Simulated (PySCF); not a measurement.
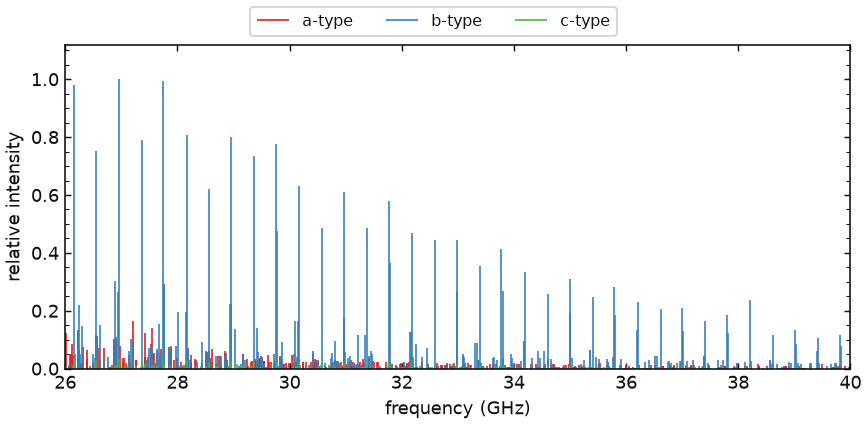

C₆H₁₀BrF₃O, SMILES COC(C)(C)[C@H](Br)C(F)(F)F. Simulated rotational absorption lines between 26 and 40 GHz at 3 K: rigid rotor with the equilibrium constants and dipole of one optimised conformer (PBE0-D3(BJ)/def2-SVP, PySCF), commonest isotopes; no centrifugal distortion, hyperfine structure, internal rotation or nuclear-spin weights; lines within 1 MHz of each other are summed. Lines of different type are drawn apart.

**What are the rotational constants, and what kind of rotor is it?**

Rotational constants A, B, C = 1.005, 0.6957, 0.4921 GHz; Ray's κ = −0.21, an asymmetric top on the prolate side.

**Which dipole components drive the lines?**

|μa|, |μb|, |μc| = 2.05, 2.12, 0.37 D; b-type lines carry 75 % of the intensity in this range.

Caveats: coarse grid, loose stop and no frequency check, small forces are noise and the end may be a saddle.
